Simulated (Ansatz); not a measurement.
The structure below was relaxed with r2SCAN/PAW in Ansatz (a quantum-chemistry and plane-wave program), no SOC.

```
CELL_PARAMETERS angstrom
      0.00000     2.98129     2.98129
      2.98129     0.00000     2.98129
      2.98129     2.98129     0.00000
ATOMIC_POSITIONS crystal
  Si 0.75000 0.75000 0.75000
  Cd 0.00000 0.00000 0.00000
```

Q: Find the space group and the Wyckoff positions.

A: Space group F-43m (No. 216); a = 5.9626 Å, b = 5.9626 Å, c = 5.9626 Å, α = 90.00°, β = 90.00°, γ = 90.00°

```
atom  site  symmetry       x       y       z
----  ----  --------  ------  ------  ------
Si      4c      -43m  0.2500  0.2500  0.2500
Cd      4a      -43m  0.0000  0.0000  0.0000
```

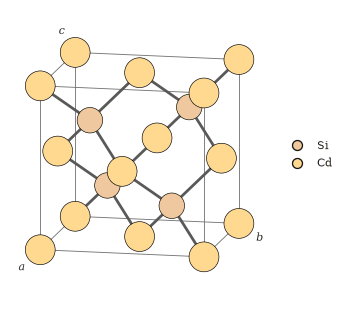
Figure. The conventional cell

No phonon test of stability was made. The final runs are not spin-polarised. The cell was made from CdS by this change: S → Si; the result is a hypothetical phase, not in the database extracts checked.
